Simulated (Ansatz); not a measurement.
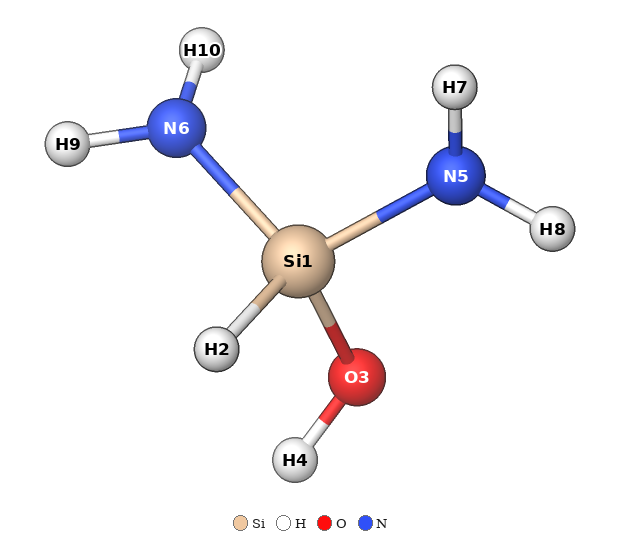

Numbered structure. The computed structure is the end point of a PBE0-D4/def2-TZVP optimisation.

Give the bond lengths.

```csv
bond,length (Å)
Si1–H2,1.492
Si1–O3,1.651
Si1–N5,1.699
Si1–N6,1.704
O3–H4,0.957
N5–H7,1.005
N5–H8,1.005
N6–H9,1.006
N6–H10,1.007
```
